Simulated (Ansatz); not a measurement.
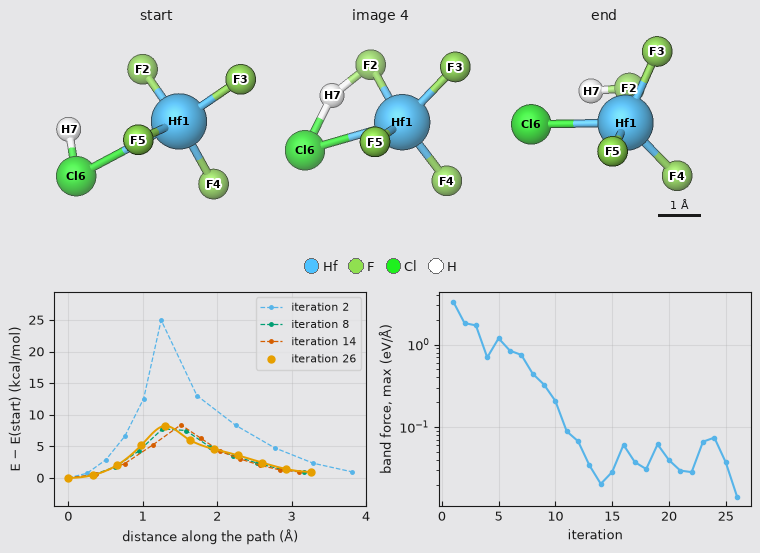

A search for the minimum-energy path of HfHClF$_{4}$ by the nudged elastic band. Images are numbered from 0 (start) to 10 (end). The plot follows the band through its iterations. A ball-and-stick model, seen at a tilt.

Computed with RKS B3LYP/def2-SVP in Ansatz 0.2.0. Settings: 9 movable images; climbing image; force threshold 0.03 eV/Å; iteration limit 46; starting path through a guess of the saddle point.

> How did the profile develop, and is the result final?

The result is final at these settings. The band converged in 26 iterations. The largest component of the band force went from 3.3 to 0.014 eV/Å. The climbing image converged on the top of the path. Its vibrational analysis gives one imaginary mode (422i cm⁻¹), as a transition state must have. The first iteration put the highest image at 54.1 kcal/mol. Forward barrier 8.2 kcal/mol, backward barrier 7.3 kcal/mol, with image 4 at the top; the reaction energy is +1.0 kcal/mol.

The run took 14 min on 2 threads of Arm Neoverse V2 (shared host), peak memory 0.26 GiB.
